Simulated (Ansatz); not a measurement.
The structure below was relaxed with PBE (Ansatz, a quantum-chemistry and plane-wave program), no spin-orbit coupling, earlier PAW set.

```
PdI
1.0
    0.00000     3.10285     3.10285
    3.10285     0.00000     3.10285
    3.10285     3.10285     0.00000
I Pd
1 1
Direct
  0.75000   0.75000   0.75000
  0.00000   0.00000   0.00000
```

Problem. Find the space group and the Wyckoff positions.

Solution. Space group F-43m (No. 216); a = b = c = 6.2057 Å, α = β = γ = 90.00°

```csv
atom,site,symmetry,x,y,z
I,4c,-43m,0.2500,0.2500,0.2500
Pd,4a,-43m,0.0000,0.0000,0.0000
```

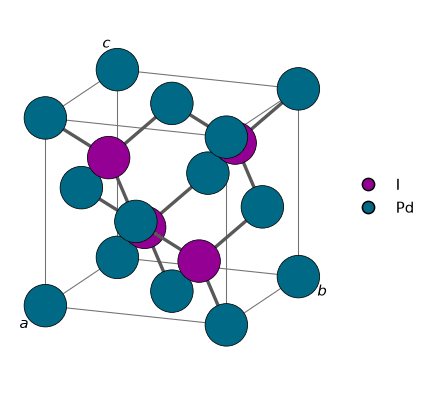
The conventional cell

No phonon test of stability was made. The final runs are not spin-polarised. An odd electron count without spin: PdI. The cell was made from CuI by this change: Cu → Pd; the result is a hypothetical phase, not in the database extracts checked. PdI has a high density of states at the Fermi level and may be magnetic at this level.
